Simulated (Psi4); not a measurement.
# InHF2 (SMILES [F][InH][F]): CAM-B3LYP/def2-TZVP (core potential)

Aim: the vertical ionisation energy of InHF2 at CAM-B3LYP/def2-TZVP (core potential), from 2 runs. 

Program for the calculation: Psi4 1.11.

1 further run of the same task is left out (set aside as unsound or not needed). Runs told in other sessions of the task aren't counted.

**1. The structure to begin with**

InHF2 has 4 atoms, charge 0, and is taken as a singlet. SMILES: `[F][InH][F]`. The coordinates come from a PBE0-D4/def2-TZVP relaxation.

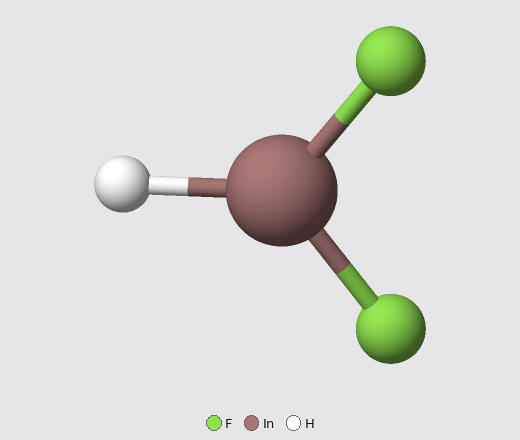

The structure, seen from a chosen angle (fluorine green, indium brown, hydrogen white).

**2. Energy and forces at CAM-B3LYP/def2-TZVP (core potential)**

Contents of f2hin.inp:

```
memory 2200 MB

molecule geom {
  0 1
  F
  In 1 1.934534
  F 2 1.934562 1 106.8052
  H 2 1.681323 1 126.59953 3 179.99452
  symmetry c1
}

set globals {
  puream               true
  e_convergence        1e-09
  d_convergence        1e-08
  scf_type             pk
  dft_radial_points    99
  dft_spherical_points 590
}

gradient("cam-b3lyp/def2-TZVP")
```

Run with:

```bash
psi4 f2hin.inp f2hin.out -n 1
```

f2hin.out, shortened:

```text
[...]
    !!!  WARNING: ECP capability is in beta. Please check occupations closely.  !!!
[...]
  Running in c1 symmetry.
[...]
  Nuclear repulsion =  126.753632002303263
[...]
  Multiplicity = 1
[...]
  Nalpha       = 20
  Nbeta        = 20
[...]
    Number of basis functions: 118
[...]
   @RKS iter   1:  -390.27810008243006   -1.35862e+00   6.97104e-03 ADIIS/DIIS
[...]
   @RKS iter  11:  -390.49943156871609   -2.79101e-11   5.20146e-09 DIIS
[...]
    Orbital Energies [Eh]
    ---------------------
    Doubly Occupied:
       1A    -24.700713     2A    -24.700704     3A     -4.792398
       4A     -3.204579     5A     -3.191968     6A     -3.191648
       7A     -1.197785     8A     -1.196239     9A     -0.886509
      10A     -0.882304    11A     -0.881455    12A     -0.877120
      13A     -0.868349    14A     -0.544630    15A     -0.469241
      16A     -0.466329    17A     -0.457040    18A     -0.444174
      19A     -0.437927    20A     -0.420546
[...]
  @RKS Final Energy:  -390.49943156871609
   => Energetics <=
    Nuclear Repulsion Energy =            126.7536320023032630
    One-Electron Energy =                -867.9867430670120712
    Two-Electron Energy =                 378.6539875851149191
    DFT Exchange-Correlation Energy =     -27.9203080891221695
    Empirical Dispersion Energy =           0.0000000000000000
    VV10 Nonlocal Energy =                  0.0000000000000000
    Total Energy =                       -390.4994315687160906
[...]
 Multipole Moments:
 ------------------------------------------------------------------------------------
     Multipole            Electronic (a.u.)      Nuclear  (a.u.)        Total (a.u.)
 ------------------------------------------------------------------------------------
 L = 1.  Multiply by 2.5417464519 to convert [e a0] to [Debye]
 Dipole X            :         -0.0002331            0.0001801           -0.0000530
 Dipole Y            :         13.4696996          -12.3344551            1.1352445
 Dipole Z            :         10.0021156           -9.1591828            0.8429327
 Magnitude           :                                                    1.4139716
[...]
  -Total Gradient:
     Atom            X                  Y                   Z
    ------   -----------------  -----------------  -----------------
       1        0.000001052365     0.000107255376    -0.000458010836
       2       -0.000003559720    -0.001018373350    -0.000767376782
       3        0.000001050717    -0.000417033259     0.000238469688
       4        0.000001520743     0.001283709769     0.000953885740
[...]
```

Run time: 29 s. Hardware: 1 thread of Intel Xeon 6975P-C (Granite Rapids), shared host; peak memory 0.87 GiB.

**3. The doublet cation at the same level**

Contents of f2hin.json:

```json
{
  "schema_name": "qcschema_input",
  "schema_version": 1,
  "molecule": {
    "schema_name": "qcschema_molecule",
    "schema_version": 2,
    "symbols": ["F", "In", "F", "H"],
    "geometry": [-3.20176297, -1.26384883, 0.4567468, 0.08277, 0.21505083, -0.16705179, 2.53374479, -1.89860784, 1.53294583, 0.69050593, 2.83345535, -1.86100229],
    "molecular_charge": 1,
    "molecular_multiplicity": 2,
    "fix_symmetry": "c1",
    "fix_com": true,
    "fix_orientation": true
  },
  "driver": "gradient",
  "model": {
    "method": "cam-b3lyp",
    "basis": "def2-TZVP"
  },
  "keywords": {
    "reference": "uks",
    "puream": true,
    "e_convergence": 1e-09,
    "d_convergence": 1e-08,
    "scf_type": "pk",
    "dft_radial_points": 99,
    "dft_spherical_points": 590,
    "maxiter": 100,
    "scf_properties": ["MAYER_INDICES", "MULLIKEN_CHARGES", "WIBERG_LOWDIN_INDICES"]
  }
}
```

Run with:

```bash
psi4 --qcschema f2hin.json -n 1 --memory 2200MB
```

stdout, shortened:

```text
[...]
    !!!  WARNING: ECP capability is in beta. Please check occupations closely.  !!!
[...]
  Running in c1 symmetry.
[...]
  Nuclear repulsion =  126.753633512997325
[...]
  Multiplicity = 2
[...]
  Nalpha       = 20
  Nbeta        = 19
[...]
    Number of basis functions: 118
[...]
   @UKS iter   1:  -389.78343976656032   -8.30327e-01   6.60992e-03 ADIIS/DIIS
[...]
   @UKS iter  24:  -390.03270728114620   -2.12026e-11   7.20001e-09 DIIS
[...]
   @S^2 Observed:                7.795703657E-01
[...]
  @UKS Final Energy:  -390.03270728114620
   => Energetics <=
    Nuclear Repulsion Energy =            126.7536335129973253
    One-Electron Energy =                -856.6854698748177270
    Two-Electron Energy =                 367.5787400427341254
    DFT Exchange-Correlation Energy =     -27.6796109620599253
    Empirical Dispersion Energy =           0.0000000000000000
    VV10 Nonlocal Energy =                  0.0000000000000000
    Total Energy =                       -390.0327072811462017
  UHF NO Occupations:
  HONO-2 :   18  A 1.9965094
  HONO-1 :   19  A 1.9888952
[...]
 Multipole Moments:
 ------------------------------------------------------------------------------------
     Multipole            Electronic (a.u.)      Nuclear  (a.u.)        Total (a.u.)
 ------------------------------------------------------------------------------------
 L = 1.  Multiply by 2.5417464519 to convert [e a0] to [Debye]
 Dipole X            :          3.9051784           -3.5834877            0.3216907
 Dipole Y            :         22.3567487          -21.1125872            1.2441614
 Dipole Z            :        -13.3708471           12.5381438           -0.8327033
 Magnitude           :                                                    1.5312796
[...]
  -Total Gradient:
     Atom            X                  Y                   Z
    ------   -----------------  -----------------  -----------------
       1       -0.004754895276    -0.009021663164     0.005533798213
       2        0.007573798097     0.032632216946    -0.021107174082
       3        0.000434996752    -0.009597261593     0.006508441922
       4       -0.003264420181    -0.014058590556     0.009094156132
[...]
```

The result, in JSON:

```text
{
 "driver": "gradient",
 "model": {
  "method": "cam-b3lyp",
  "basis": "def2-TZVP"
 },
 "success": true,
 "return_result": [-0.004754895275715695, -0.009021663164082164, 0.005533798213073572, 0.007573798096762754, 0.032632216946262796, -0.021107174082322364, 0.0004349967523076953, -0.009597261592644152, 0.006508441922485085, -0.0032644201814172116, -0.014058590555871789, 0.009094156131691546],
 "properties": {
  "calcinfo_nbasis": 118,
  "calcinfo_nmo": 118,
  "calcinfo_nalpha": 20,
  "calcinfo_nbeta": 19,
  "calcinfo_natom": 4,
  "nuclear_repulsion_energy": 126.75363351299733,
  "return_energy": -390.0327072811462,
  "return_gradient": [-0.004754895275715695, -0.009021663164082164, 0.005533798213073572, 0.007573798096762754, 0.032632216946262796, -0.021107174082322364, 0.0004349967523076953, -0.009597261592644152, 0.006508441922485085, -0.0032644201814172116, -0.014058590555871789, 0.009094156131691546],
  "scf_one_electron_energy": -856.6854698748177,
  "scf_two_electron_energy": 367.5787400427341,
  "scf_xc_energy": -27.679610962059925,
  "scf_dipole_moment": [0.3216907230329924, 1.2441614011309738, -0.8327033284228538],
  "scf_total_energy": -390.0327072811462,
  "scf_total_gradient": [-0.004754895275715695, -0.009021663164082164, 0.005533798213073572, 0.007573798096762754, 0.032632216946262796, -0.021107174082322364, 0.0004349967523076953, -0.009597261592644152, 0.006508441922485085, -0.0032644201814172116, -0.014058590555871789, 0.009094156131691546],
  "scf_iterations": 24
 }
}
```

Wall time 50 s (1 thread of Intel Xeon 6975P-C (Granite Rapids), shared host); peak memory 0.87 GiB.

**4. Results**

At CAM-B3LYP/def2-TZVP (core potential):

```
                                          quantity          value
                       singlet InHF2: total energy  -390.49943 Eh
                      singlet InHF2: dipole moment         3.59 D
                        singlet InHF2: HOMO energy      -11.44 eV
                        singlet InHF2: LUMO energy       -0.99 eV
                      singlet InHF2: HOMO–LUMO gap       10.45 eV
           singlet InHF2: largest force on an atom     0.082 eV/Å
                      doublet cation: total energy  -390.03271 Eh
doublet cation: HOMO energy (highest over α and β)      -18.29 eV
 doublet cation: LUMO energy (lowest over α and β)      -13.96 eV
                              doublet cation: ⟨S²⟩          0.780
          doublet cation: largest force on an atom     2.036 eV/Å
vertical ionisation energy (to the doublet cation)      12.700 eV
```

The vertical ionisation energy comes to 12.70 eV (1225 kJ/mol). The negative HOMO energy of the first species, 11.44 eV, lies 1.26 eV below that difference. Mulliken charges (doublet cation) run from -0.22 on F1 to +1.19 on In2.
